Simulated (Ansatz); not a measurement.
```
Sn Mo
1.0
     4.68818    0.00000    0.00000
    -2.34409    4.06008    0.00000
     0.00000    0.00000    8.87362
Sn Mo
3 2
Direct
  0.00000 0.00000 0.68248
  0.00000 0.00000 0.31752
  0.00000 0.00000 0.00000
  0.33333 0.66667 0.00000
  0.66667 0.33333 0.00000
```

Space group P6/mmm; a structure generated by program, which may or may not match a known phase; computed without spin polarisation.

The calculation used DFT PBE, scalar-relativistic, plane waves, PAW in Ansatz 0.2.0.

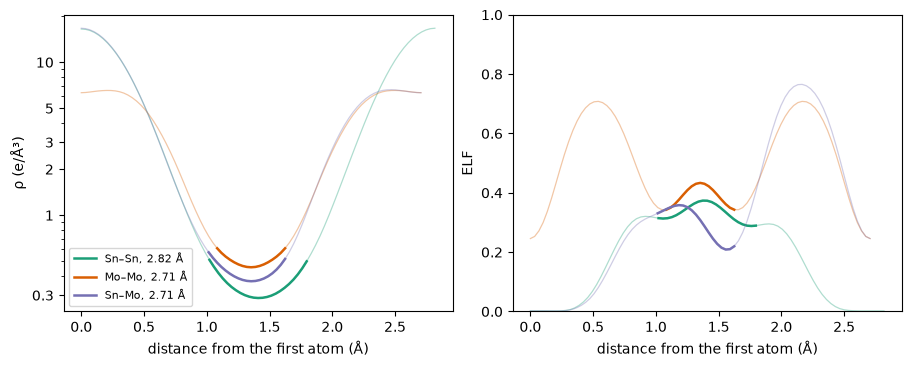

Sn3Mo2. Valence electron density and ELF along straight lines between neighbouring atoms. Thin, pale parts lie inside the atomic spheres.

The density is the valence pseudo-density of a PAW calculation; it isn't the true density close to the nuclei.

Question: Compare the contacts.

Answer: Sn–Sn (2.82 Å): the density is about 0.29 e/Å³ at the midpoint; the ELF is about 0.35 at the midpoint.
Mo–Mo (2.71 Å): ρ at the midpoint is about 0.46 e/Å³; the ELF is about 0.45 at the midpoint.
Sn–Mo (2.71 Å): ρ is about 0.37 e/Å³ halfway; the ELF is about 0.30 at the midpoint (no shared electron pair shows on this line).
